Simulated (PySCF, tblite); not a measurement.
# C₅H₆FNS: dynamics, then NMR shifts on frames, part 2 of 2

tblite 0.8.0 and PySCF 2.14.0. Atoms count from 0. Earlier steps stand in the parts before.

### Step 5. Nuclear shieldings: 625 fs, PBE0/pcSseg-1

The job: settings as JSON, then the geometry in Å.

```
{"job": {"kind": "nmr", "xc": "PBE0", "basis": "pcSseg-1", "pop": false}, "charge": 0, "multiplicity": 1}
C     -1.512000    -0.432000    -0.423600
C     -0.461000     0.294000     0.361300
C      0.761200    -0.366800     0.554800
S      1.261300    -1.984500     0.064200
N      2.615100    -2.007100     0.991100
C      2.885800    -0.885900     1.408200
C      1.902000     0.125000     1.175900
F      1.939700     1.390600     1.638500
H     -1.550600    -1.482500    -0.221100
H     -1.696700    -0.253300    -1.511700
H     -2.614900    -0.081400    -0.021600
H     -0.833000     0.617600     1.352200
H     -0.234300     1.293100    -0.032600
H      3.817900    -0.697400     1.974900
```

Level: GIAO PBE0/pcSseg-1 NMR shielding, non-relativistic, gas phase.

The program printed:

```text
coarse grid: 12928 points
cycle   1  E = -746.1809406004  dE =  1.515e+00  |g| = 5.000e-01  |ddm| = 3.736e+00
cycle   2  E = -746.1383080241  dE =  4.263e-02  |g| = 7.045e-01  |ddm| = 1.116e+00
cycle   3  E = -746.2276543396  dE = -8.935e-02  |g| = 1.109e-01  |ddm| = 6.946e-01
cycle   4  E = -746.2294827029  dE = -1.828e-03  |g| = 6.345e-02  |ddm| = 1.493e-01
cycle   5  E = -746.2304432208  dE = -9.605e-04  |g| = 1.175e-02  |ddm| = 7.564e-02
cycle   6  E = -746.2304675347  dE = -2.431e-05  |g| = 5.851e-03  |ddm| = 1.525e-02
cycle   7  E = -746.2304759632  dE = -8.428e-06  |g| = 1.317e-03  |ddm| = 7.013e-03
final grid: 122616 points
cycle   8  E = -746.2834658902  dE = -2.195e-05  |g| = 9.528e-03  |ddm| = 3.098e-02
cycle   9  E = -746.2834352492  dE =  3.064e-05  |g| = 1.441e-02  |ddm| = 2.566e-02
cycle  10  E = -746.2834884116  dE = -5.316e-05  |g| = 1.275e-03  |ddm| = 1.704e-02
cycle  11  E = -746.2834888019  dE = -3.903e-07  |g| = 2.969e-04  |ddm| = 1.459e-03
cycle  12  E = -746.2834888204  dE = -1.853e-08  |g| = 1.222e-04  |ddm| = 3.877e-04
cycle  13  E = -746.2834888234  dE = -3.002e-09  |g| = 3.584e-05  |ddm| = 1.309e-04
cycle  14  E = -746.2834888237  dE = -2.337e-10  |g| = 1.941e-05  |ddm| = 4.773e-05
converged SCF energy = -746.2834888237

GIAO shielding tensors (ppm)
atom      isotropic    diamagn.    paramagn.     s11        s22        s33       span
  0 C      170.755     243.444     -72.689    158.259    165.827    188.178     29.919
  1 C      170.312     243.322     -73.010    155.211    174.387    181.339     26.128
  2 C       19.182     264.537    -245.355    -51.714    -21.610    130.871    182.584
  3 S      147.366    1057.510    -910.144    -39.270    190.253    291.114    330.384
  4 N      -35.584     337.088    -372.671   -279.520    -99.796    272.565    552.085
  5 C       45.474     256.942    -211.467    -24.106     40.809    119.721    143.827
  6 C       22.660     247.963    -225.302    -41.721     49.004     60.698    102.418
  7 F      321.650     476.217    -154.567    223.515    302.163    439.273    215.758
  8 H       30.499      29.449       1.050     24.999     30.604     35.894     10.895
  9 H       29.095      27.804       1.291     25.495     25.705     36.085     10.590
 10 H       27.484      25.208       2.276     22.541     25.324     34.587     12.047
 11 H       28.113      29.482      -1.369     21.508     28.512     34.319     12.811
 12 H       27.958      29.925      -1.967     21.965     28.415     33.494     11.530
 13 H       23.315      26.349      -3.034     19.637     24.054     26.255      6.618
```

Run time: 19 s. Hardware: 1 thread of Intel Xeon Platinum 8375C at 2.90GHz, shared host; peak memory 0.79 GiB.

Key values: δ C2 167.7, C6 164.3, C5 141.5, C1 16.6, H13 8.40, H10 4.23 ppm.

### Step 6. Nuclear shieldings: 800 fs, PBE0/pcSseg-1

The job: settings as JSON, then the geometry in Å.

```
{"job": {"kind": "nmr", "xc": "PBE0", "basis": "pcSseg-1", "pop": false}, "charge": 0, "multiplicity": 1}
C     -1.406900    -0.669700     0.140100
C     -0.283600     0.191300     0.705800
C      1.032800    -0.404300     0.744300
S      1.466400    -2.084300     0.491200
N      3.042400    -1.896700     0.836300
C      3.312500    -0.679500     1.088900
C      2.205900     0.227000     1.231900
F      2.346000     1.556800     1.516300
H     -1.594200    -1.444500     0.931900
H     -0.794400    -1.226900    -0.618500
H     -2.278900    -0.232800    -0.249200
H     -0.643300     0.604000     1.739500
H     -0.353500     1.177400     0.164300
H      4.304800    -0.559500     1.436700
```

With the program's defaults for keys left out, this is: GIAO PBE0/pcSseg-1 NMR shielding, non-relativistic, gas phase.

The program printed:

```text
coarse grid: 12928 points
cycle   1  E = -746.1788782664  dE =  1.355e+00  |g| = 5.160e-01  |ddm| = 3.710e+00
cycle   2  E = -746.1218417695  dE =  5.704e-02  |g| = 7.638e-01  |ddm| = 1.131e+00
cycle   3  E = -746.2285617537  dE = -1.067e-01  |g| = 1.291e-01  |ddm| = 7.521e-01
cycle   4  E = -746.2313612866  dE = -2.800e-03  |g| = 6.755e-02  |ddm| = 1.689e-01
cycle   5  E = -746.2324509358  dE = -1.090e-03  |g| = 1.373e-02  |ddm| = 7.888e-02
cycle   6  E = -746.2324849288  dE = -3.399e-05  |g| = 5.424e-03  |ddm| = 1.541e-02
cycle   7  E = -746.2324916434  dE = -6.715e-06  |g| = 1.538e-03  |ddm| = 6.590e-03
final grid: 122616 points
cycle   8  E = -746.2875056105  dE = -2.557e-05  |g| = 1.029e-02  |ddm| = 3.261e-02
cycle   9  E = -746.2874661472  dE =  3.946e-05  |g| = 1.617e-02  |ddm| = 2.739e-02
cycle  10  E = -746.2875313742  dE = -6.523e-05  |g| = 1.408e-03  |ddm| = 1.813e-02
cycle  11  E = -746.2875318397  dE = -4.655e-07  |g| = 3.549e-04  |ddm| = 1.564e-03
cycle  12  E = -746.2875318656  dE = -2.594e-08  |g| = 1.379e-04  |ddm| = 4.224e-04
cycle  13  E = -746.2875318695  dE = -3.903e-09  |g| = 2.964e-05  |ddm| = 1.353e-04
cycle  14  E = -746.2875318697  dE = -1.974e-10  |g| = 1.332e-05  |ddm| = 4.820e-05
converged SCF energy = -746.2875318697

GIAO shielding tensors (ppm)
atom      isotropic    diamagn.    paramagn.     s11        s22        s33       span
  0 C      170.370     249.839     -79.470    154.615    171.839    184.654     30.039
  1 C      162.262     246.163     -83.901    149.109    163.786    173.890     24.781
  2 C       18.263     262.206    -243.942    -45.161    -25.400    125.351    170.512
  3 S      149.288    1057.497    -908.208    -40.647    199.094    289.418    330.065
  4 N      -46.019     337.695    -383.714   -285.975   -128.520    276.439    562.414
  5 C       37.593     252.559    -214.967    -33.199     21.679    124.298    157.497
  6 C       14.906     244.753    -229.847    -46.751     33.042     58.427    105.178
  7 F      313.457     474.739    -161.281    208.931    300.127    431.314    222.384
  8 H       29.180      29.006       0.174     25.049     27.752     34.740      9.691
  9 H       29.424      30.412      -0.987     23.706     31.191     33.376      9.669
 10 H       30.611      30.621      -0.010     25.875     27.943     38.014     12.139
 11 H       26.967      28.304      -1.338     21.268     26.440     33.192     11.924
 12 H       27.502      30.615      -3.113     21.479     27.769     33.259     11.780
 13 H       23.822      26.566      -2.744     19.870     24.792     26.805      6.935
```

Wall time 20 s (1 thread of Intel Xeon Platinum 8375C at 2.90GHz, shared host); peak memory 0.79 GiB.

This run: δ C6 172.0, C2 168.7, C5 149.3, C1 24.7, H13 7.89, H11 4.75 ppm.

### Step 7. Shielding tensors: 1000 fs, PBE0/pcSseg-1

The job: settings as JSON, then the geometry in Å.

```
{"job": {"kind": "nmr", "xc": "PBE0", "basis": "pcSseg-1", "pop": false}, "charge": 0, "multiplicity": 1}
C     -1.385000    -0.444900     0.788300
C     -0.179500    -0.092000     1.817400
C      1.149200    -0.597800     1.322300
S      1.381000    -2.044100     0.445300
N      3.017700    -1.862700     0.327300
C      3.366700    -0.696900     0.755900
C      2.329800     0.041700     1.397500
F      2.283200     1.329700     2.050600
H     -1.605500    -1.505600     0.893000
H     -1.082100    -0.299500    -0.160600
H     -2.258300     0.171500     1.022500
H     -0.390400    -0.521900     2.690900
H     -0.093500     0.980100     1.666800
H      4.412800    -0.477700     0.928500
```

Level: GIAO PBE0/pcSseg-1 NMR shielding, non-relativistic, gas phase.

The program printed:

```text
coarse grid: 12928 points
cycle   1  E = -746.1697014592  dE =  1.344e+00  |g| = 5.235e-01  |ddm| = 3.697e+00
cycle   2  E = -746.1180383305  dE =  5.166e-02  |g| = 7.736e-01  |ddm| = 1.177e+00
cycle   3  E = -746.2213966387  dE = -1.034e-01  |g| = 1.128e-01  |ddm| = 7.439e-01
cycle   4  E = -746.2232473709  dE = -1.851e-03  |g| = 6.224e-02  |ddm| = 1.408e-01
cycle   5  E = -746.2241543973  dE = -9.070e-04  |g| = 1.771e-02  |ddm| = 7.691e-02
cycle   6  E = -746.2242148688  dE = -6.047e-05  |g| = 5.313e-03  |ddm| = 1.824e-02
cycle   7  E = -746.2242207324  dE = -5.864e-06  |g| = 1.544e-03  |ddm| = 6.304e-03
final grid: 122616 points
cycle   8  E = -746.2802546162  dE = -2.934e-05  |g| = 1.127e-02  |ddm| = 3.203e-02
cycle   9  E = -746.2802104979  dE =  4.412e-05  |g| = 1.753e-02  |ddm| = 2.866e-02
cycle  10  E = -746.2802849526  dE = -7.445e-05  |g| = 1.894e-03  |ddm| = 1.909e-02
cycle  11  E = -746.2802857873  dE = -8.347e-07  |g| = 3.853e-04  |ddm| = 1.938e-03
cycle  12  E = -746.2802858186  dE = -3.130e-08  |g| = 1.755e-04  |ddm| = 5.017e-04
cycle  13  E = -746.2802858251  dE = -6.503e-09  |g| = 5.854e-05  |ddm| = 1.781e-04
cycle  14  E = -746.2802858257  dE = -6.353e-10  |g| = 2.548e-05  |ddm| = 7.034e-05
converged SCF energy = -746.2802858257

GIAO shielding tensors (ppm)
atom      isotropic    diamagn.    paramagn.     s11        s22        s33       span
  0 C      169.393     250.746     -81.353    145.465    171.027    191.686     46.221
  1 C      167.415     249.144     -81.728    148.732    171.407    182.107     33.375
  2 C       21.416     268.275    -246.859    -50.533    -18.856    133.636    184.169
  3 S      150.082    1058.415    -908.333    -87.751    261.718    276.278    364.029
  4 N      -64.420     335.276    -399.696   -319.975   -132.556    259.271    579.245
  5 C       41.363     252.635    -211.272    -28.515     25.965    126.638    155.153
  6 C       15.501     251.221    -235.720    -48.362     43.466     51.400     99.762
  7 F      293.894     475.465    -181.571    176.418    340.603    364.660    188.242
  8 H       30.225      30.876      -0.651     25.666     29.152     35.856     10.190
  9 H       32.790      35.222      -2.432     28.934     32.188     37.247      8.314
 10 H       30.198      29.933       0.265     25.093     27.576     37.925     12.833
 11 H       31.088      32.140      -1.052     26.436     29.634     37.194     10.757
 12 H       28.049      31.680      -3.631     21.165     29.388     33.592     12.427
 13 H       23.539      26.109      -2.571     20.231     24.362     26.023      5.792
```

Wall time 19 s (1 thread of Intel Xeon Platinum 8375C at 2.90GHz, shared host); peak memory 0.79 GiB.

This run: δ C6 171.4, C2 165.5, C5 145.6, C1 19.5, H13 8.18, H12 3.67 ppm.

### Step 8. Side by side: NMR shifts

Shifts (ppm) of some atoms, chosen among heavy atoms and hydrogens apart, with basis size and wall time:

| frame | C5 | C2 | H11 | H9 | S3 | N4 | F7 | functions | time |
| --- | --- | --- | --- | --- | --- | --- | --- | --- | --- |
| 250 fs | 153.4 | 147.8 | 3.44 | 2.86 | 362 | 293.3 | -158.0 | 173 | 20 s |
| 425 fs | 160.0 | 204.0 | 2.69 | 3.53 | 515 | 393.9 | -139.0 | 173 | 20 s |
| 625 fs | 141.5 | 167.7 | 3.60 | 2.62 | 356 | 303.3 | -150.7 | 173 | 19 s |
| 800 fs | 149.3 | 168.7 | 4.75 | 2.29 | 354 | 313.7 | -142.5 | 173 | 20 s |
| 1000 fs | 145.6 | 165.5 | 0.63 | -1.07 | 354 | 332.1 | -122.9 | 173 | 19 s |

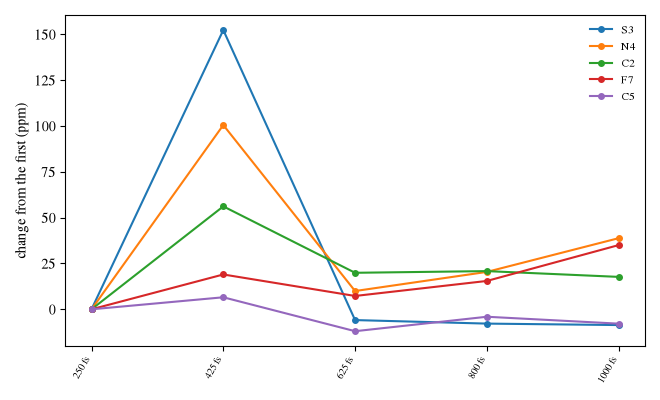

How five of the tabulated atoms move from run to run.

### Step 9. Outcome

The summary covers parts 1 to 2.

```
                                        quantity                                   value
                                      thermostat                                   600 K
                   mean temperature, second half                                   599 K
         mean potential energy above the minimum                                 1.04 eV
  ¹³C shifts against TMS (PBE0/pcSseg-1, 250 fs)     164.7, 153.4, 147.8, 24.6, 21.4 ppm
   ¹H shifts against TMS (PBE0/pcSseg-1, 250 fs)  7.99, 3.44, 3.16, 2.86, 2.76, 2.52 ppm
  ³³S shifts against CS2 (PBE0/pcSseg-1, 250 fs)                                 362 ppm
  ¹⁵N shifts against NH3 (PBE0/pcSseg-1, 250 fs)                               293.3 ppm
¹⁹F shifts against CFCl3 (PBE0/pcSseg-1, 250 fs)                              -158.0 ppm
                        range of the shift of S3                          354 to 515 ppm
```

In the second half the potential energy averages 1.04 eV above the minimum; equipartition over 36 harmonic modes at 600 K would give 0.93 eV. With 14 atoms the temperature swings widely (331 to 849 K). Shifts at one fixed geometry are not the observed spectrum, which averages over the motion. In the first frame run (250 fs): The widest tensor belongs to N4: span 533 ppm, with a paramagnetic part of -364 ppm. NICS(1)zz of -24 ppm above the planar ring from C2 marks a diatropic (aromatic) ring current. In ppm, S3 moves most: its shift spreads over 161 ppm, from 354 (1000 fs) to 515 (425 fs).
